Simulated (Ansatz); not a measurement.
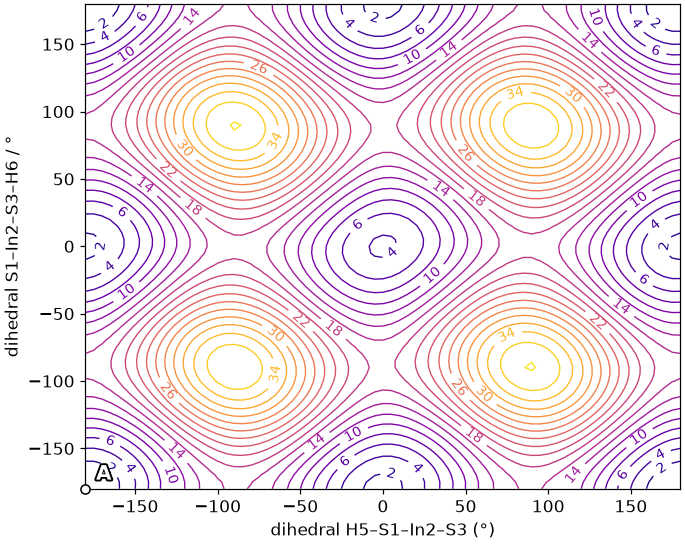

FH2InS2, SMILES [F][In]([SH])[SH]. 
- First axis: dihedral H5–S1–In2–S3. Second axis: dihedral S1–In2–S3–H6.
- Nothing is relaxed (all other coordinates rigid).
- Grid: 12 × 12 points; 122 points were computed and 22 follow by symmetry.
- Points are written as (first, second).
- Energies are in kJ/mol, from the lowest grid point.
- All numbers below come from Ansatz, RKS B3LYP-D4/def2-TZVP.

In the figure: contour lines labelled in kJ/mol, the point A. Between grid points the surface is interpolated.

Find the lowest pass out of the well at A.

The easiest path leads from the well at (−180°, −180°) to the well at (0°, −180°), about 1.3 kJ/mol higher (on a rigid scan; wells that are mirror images or exchange like atoms can differ by this much). Its highest point lies about 16 kJ/mol above the bottom of the first well on the interpolated surface, at (90°, −180°). This is the barrier on the constrained surface; relaxing the other coordinates would change it.

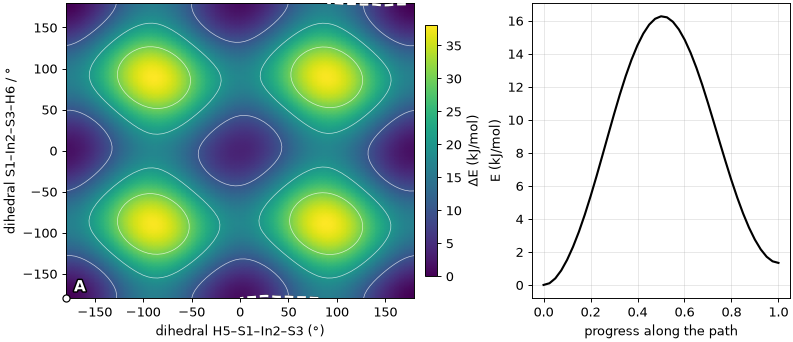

Drawn: a smooth colour map with a few white contour lines, a line along the lowest path, the energy along the path at the right. Between grid points the surface is interpolated.
